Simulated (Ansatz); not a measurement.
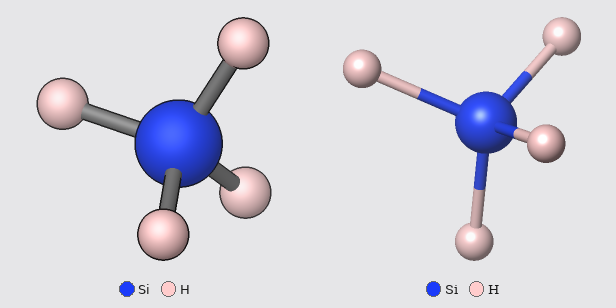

The same structure drawn twice, from different directions.

Identify the structure.

It has 5 atoms: 1 silicon and 4 hydrogen (SiH₄). The point group is Td. Coordination: 1 Si tetrahedral.

The parts below concern this one geometry. Atoms keep their numbers from picture to picture. Computed geometry: PBE0-D4/def2-TZVP optimisation.

Geometry

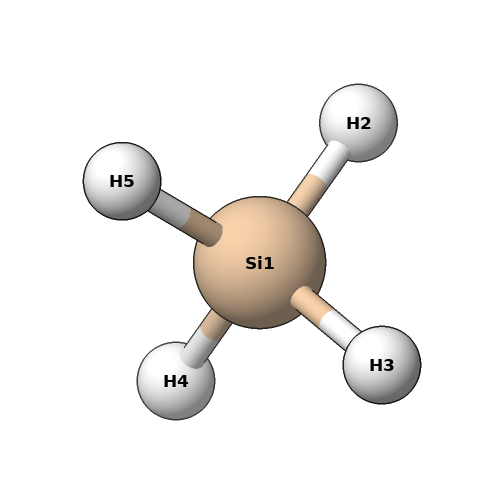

The atoms are numbered.

Estimate the angles H2–Si1–H3.

```csv
angle,degrees
H2–Si1–H3,109.5
```

Electronic properties

Properties computed with RKS PBE0-D4/def2-TZVPP (Ansatz 0.2.0).

Estimate the LUMO energy (Kohn–Sham orbital).

Answer. 1.06 eV.

Estimate the HOMO energy (Kohn–Sham orbital).

Answer. −9.86 eV.

Vibrations

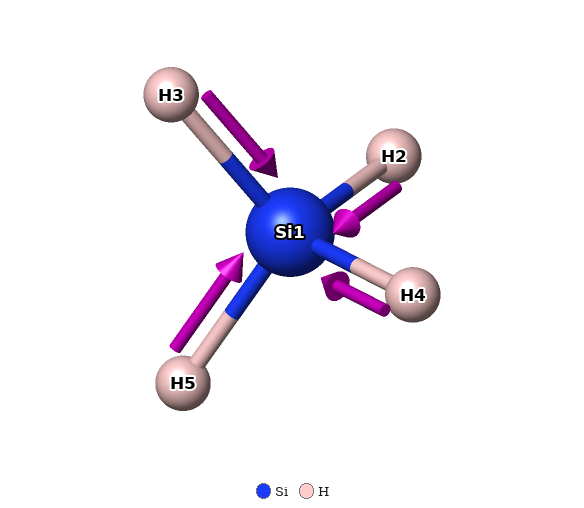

The arrows show one normal mode. Harmonic vibrations computed with RKS PBE0-D4/def2-TZVP (Ansatz 0.2.0) at a stationary point of the same level.

What kind of motion is it?

Answer. Mostly in-phase stretching of 4 Si–H bonds.

At what wavenumber does it lie?

Answer. 2235 cm⁻¹; it is mode 6 of 9 counted from the lowest.

Thermal motion

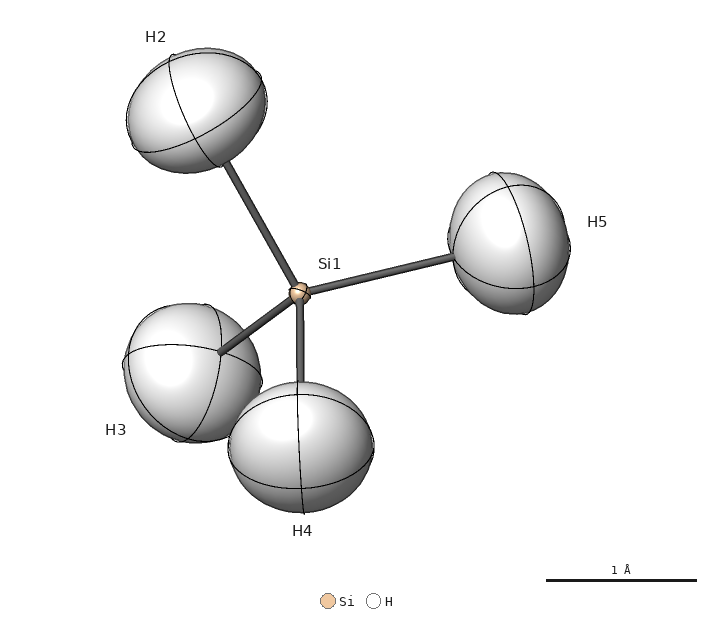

Displacement ellipsoids at the 50 % level, enlarged 3 times, from the internal vibrations of the free molecule (harmonic, no overall translation or rotation; no half-axis is drawn under 0.075 Å). Vibrations computed with RKS PBE0-D4/def2-TZVP (Ansatz 0.2.0). Temperature: 298 K.

Which atom has the largest mean-square displacement?

Answer. H2, H3, H4, H5, with U_eq = 0.0097 Å².

Give the displacement parameters, one line for each set of equivalent atoms.

| atom | U_eq (Å²) | rms amplitudes (Å) |
| --- | --- | --- |
| Si1 | 0.00007 | 0.008, 0.008, 0.008 |
| H2, H3, H4, H5 | 0.0097 | 0.085, 0.104, 0.104 |
